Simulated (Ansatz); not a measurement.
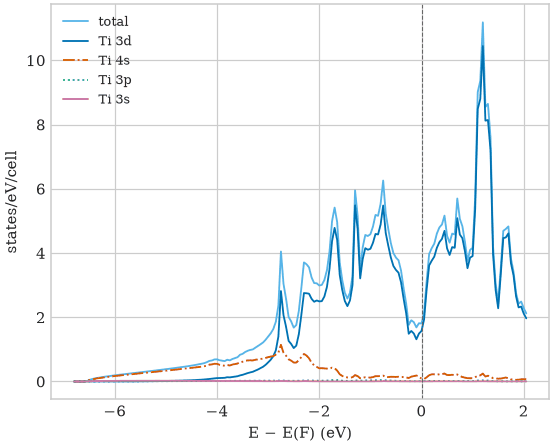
Figure: Total and projected density of states of Ti in space group P6/mmm (No. 191; Ti on 1a, Ti on 2d), plane-wave PAW r²SCAN (Ansatz code)

Question: Which orbitals carry the states next to the Fermi level?

Answer: Within 0.5 eV of the Fermi level: Ti 3d 89 %, Ti 4s 5 %, outside the projected shells 5 %. Projections are on Löwdin-orthogonalised atomic valence shells; empty p or d shells of many metals are not among them.

Question: Where is the tallest occupied peak in this window, and what makes it?

Answer: Near -0.8 eV, about 6.3 states/eV per cell; the largest projected share is Ti 3d.

This is a known high-pressure phase of the composition, computed here at zero pressure and temperature. Symmetry was held in the r²SCAN relaxation; its stability against distortions is not shown here. No spin polarisation was allowed.

Potentials: the earlier of the program's two PAW sets. The files were generated under PBE; for other functionals the program regenerates the frozen cores, and for LDA and PBEsol the local potential too.
